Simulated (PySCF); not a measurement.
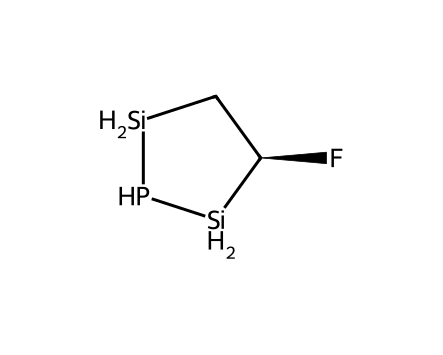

The geometry was computed by an optimisation with GFN2-xTB. No frequency run is at hand to confirm it as a minimum. Level of theory: PBE0/def2-SVPD, gas phase (PySCF 2.14.0). Excitations: vertical, linear response.

What is the LUMO energy (Kohn–Sham orbital)?

−0.57 eV.

Estimate the lowest vertical singlet excitation.

5.37 eV.

What is the brightest of the 8 lowest singlets?

6.96 eV.

Give the mean static polarisability at this level.

101.8 bohr³.

The geometry is semi-empirical. Around P, Si such bond lengths and angles can be off by a tenth of an ångström or more and by several degrees, and values that hang on the shape move with them.
